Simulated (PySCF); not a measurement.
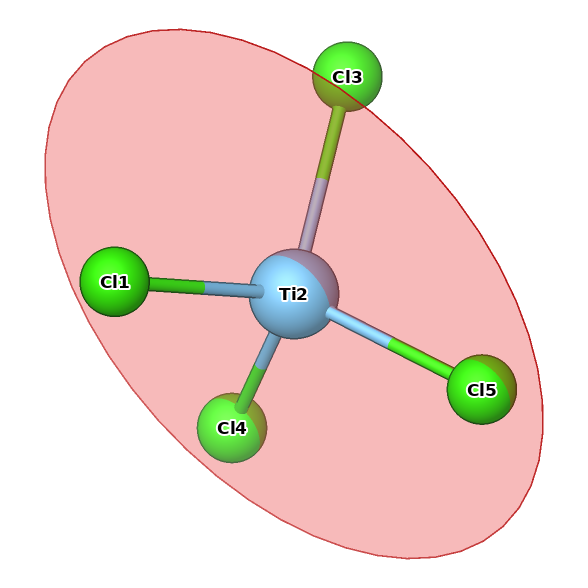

A disc through the centre of mass is drawn in. Atoms fade into the background with distance from the viewer. Charge 0, singlet. The computed structure is the end point of a PBE0-D3(BJ)/def2-TZVP optimisation. No frequency run is at hand to confirm it as a minimum.

Is the plane of the disc a mirror plane of the structure?

Answer. Yes. The reflection leaves Ti2, Cl4, Cl5 in place and moves Cl1 ↔ Cl3. The point group is Td.
